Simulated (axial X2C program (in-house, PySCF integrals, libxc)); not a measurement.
Relativistic diatomic calculation for PbCo

PbCo, single determinant with Ω = 7/2. Level asked for: HF, two-component X2C with atomic mean-field Coulomb and Gaunt terms, Pb dyall-cv3z, Co dyall-cv3z (cores contracted) (axial X2C program (in-house, PySCF integrals, libxc)).

## Input file
```
{"zs": [82, 27], "q": 0, "bas": ["dyall-cv3z", "dyall-cv3z"], "levels": ["PBE0", "HF", "B97-3"], "cc": true, "r0": 2.55, "thr": -1.0, "nmax": 90, "npts": 10, "nst": 2, "ntry": 6}
```

The line is the task of a batch: nuclear charges, charge, bases, the levels to run, a first guess of the distance and further settings. This report covers HF with spin-orbit coupling. The log is that of the reference distance 2.613 Å.

Hardware: 1 thread of Arm Neoverse V1, 24 GiB of memory available, shared host.

The run was one of a batch that the task file lists, launched with:
```bash
python <driver script> task.json out
```

## Log
```
two-component X2C + atomic mean field  HF
basis functions 270  fitting functions 1457  grid points 5802
iter        total energy     max residual
   1     -22277.553370818     1.04e+00
   2     -22277.610683212     2.20e-02
   3     -22277.613342023     1.85e-01
   4     -22277.618410360     3.55e-02
   5     -22277.619080152     7.03e-03
   6     -22277.619583665     2.72e-02
   7     -22277.619768468     1.04e-02
   8     -22277.619883209     4.36e-03
   9     -22277.619919890     5.29e-03
  10     -22277.619949666     2.07e-03
  11     -22277.619963752     6.81e-04
  12     -22277.619972868     1.67e-03
  13     -22277.619977009     1.02e-03
  14     -22277.619978553     1.37e-04
  15     -22277.619979048     2.57e-04
  16     -22277.619979279     2.08e-04
  17     -22277.619979406     5.11e-05
  18     -22277.619979474     6.10e-05
  19     -22277.619979520     8.54e-05
  20     -22277.619979558     5.37e-05
  21     -22277.619979583     1.28e-05
  22     -22277.619979594     1.95e-05
  23     -22277.619979597     1.37e-05
  24     -22277.619979598     3.11e-06
  25     -22277.619979599     2.33e-06
converged
one-electron -31387.00434006  Coulomb 9129.52939659  exact exchange -447.92881667  xc functional 0.00000000  nuclear repulsion 448.37288365  atomic mean-field constant -20.58910311
correlated 13  virtual 315  natural virtual 90  E(MP2) -0.392138744  MP2 remainder -0.039669366
iter   CCSD correlation   residual
   1     -0.321453978   2.08e-01
   2     -0.337086868   1.27e-01
   3     -0.342394260   5.26e-02
   4     -0.343294832   3.20e-02
   5     -0.343855634   1.79e-02
   6     -0.344357663   1.14e-02
   7     -0.344494066   6.71e-03
   8     -0.344450109   3.96e-03
   9     -0.344610903   2.46e-03
  10     -0.344558558   1.34e-03
  11     -0.344592964   7.57e-04
  12     -0.344595257   4.20e-04
  13     -0.344591790   2.43e-04
  14     -0.344591548   1.50e-04
  15     -0.344590924   9.75e-05
  16     -0.344589357   6.76e-05
  17     -0.344589069   3.69e-05
  18     -0.344588956   2.33e-05
  19     -0.344588601   1.61e-05
  20     -0.344588692   1.14e-05
  21     -0.344588709   7.55e-06
(T) -0.016915167011493027  T1 0.0636  D1 0.1497  max T2 0.076
```

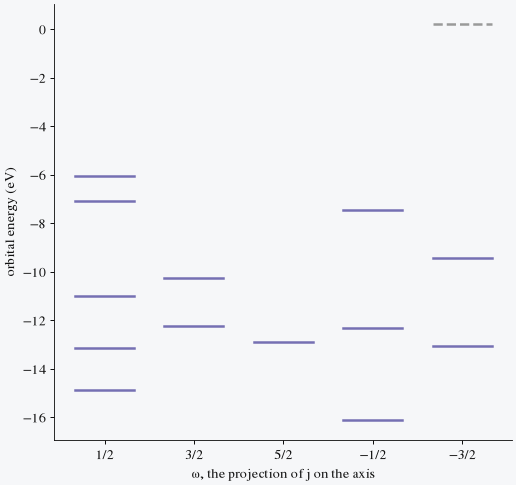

*Orbital energies near the frontier at 2.61 Å, filled (solid) and empty (dashed).*

The highest filled spinor (1/2; 45 % Pb p, 43 % Co s) lies at −6.05 eV, the lowest empty one (−3/2; 71 % Pb p, 26 % Co p) at 0.23 eV.

## What the run reported

| quantity | value |
| --- | --- |
| outcome | not converged in a step after the SCF shown |
| wall time | 20 s |
| peak memory | 0.97 GiB |

## Diagnosis

The SCF whose log is shown converged, but a later step did not. The run therefore gave no full result. Hartree–Fock lacks correlation, so it usually binds too weakly.
